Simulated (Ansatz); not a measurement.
System: BClGaGeH2 (SMILES [BH2]1->[Ga][Cl]->[Ge]1) (doublet).

The calculation's input:

```
crystal:
  periodic: [false, false, false]
  atoms:
    - {symbol: B, position_ang: [-0.845939, -0.554121, 0.680868]}
    - {symbol: Cl, position_ang: [0.778939, 1.987198, -0.614673]}
    - {symbol: Ga, position_ang: [1.373405, -0.387234, 0.059404]}
    - {symbol: Ge, position_ang: [-0.800255, 1.457199, 1.135562]}
    - {symbol: H, position_ang: [-0.853930, -0.887047, -0.501530]}
    - {symbol: H, position_ang: [-1.294720, -1.345696, 1.474749]}
basis:
  gaussian:
    orbitals: def2-TZVPD
magnetization:
  spin_polarized: true
  initial_magnetization: 1
hamiltonian:
  xc: {name: PBE0}
output: {forces: true, orbitals: {seedname: orbitals}}
```

Command:

```sh
ansatz run input.yaml --threads 2 --pin off --max-ram 4350MiB --events-out events.jsonl --progress --plain --runs-dir runs
```

Geometry: B3LYP-D3(BJ)/def2-SVP.

Theory: isolated molecule in a Gaussian basis; Kohn-Sham density functional theory, functional PBE0 in Ansatz 0.2.0.

Q: What will maps of the electron density, electron localisation function and spin density show?

A: Ge–B (2.06 Å): ρ at the midpoint is about 0.71 e/Å³; the ELF peaks at about 0.90 between the atoms; a shared electron pair.
Ga–B (2.31 Å): ρ at the midpoint is about 0.36 e/Å³; the ELF peaks at about 0.65 in the valence shell of B, 0.9 Å from its nucleus, and is about 0.45 at the midpoint.
The unpaired spin (1 electron) lies mostly on Ge4 (about 0.4), Ga3 (about 0.3) and B1 (about 0.3), in electrons by Hirshfeld's partition.

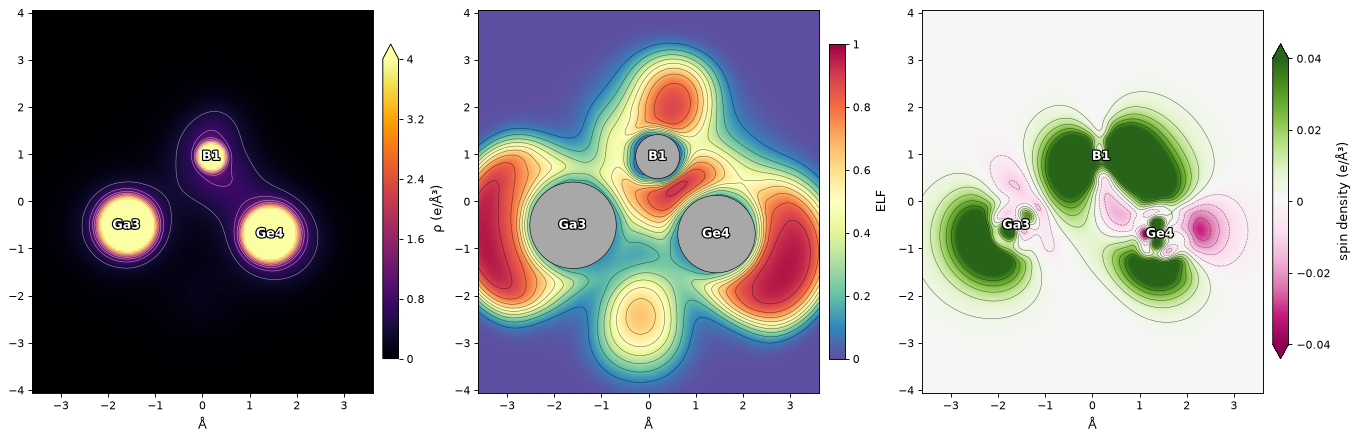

Computed electron density, electron localisation function and spin density on the plane of atoms Ga3, B1 and Ge4, in this order. Grey discs cover the atomic cores in the ELF map. 
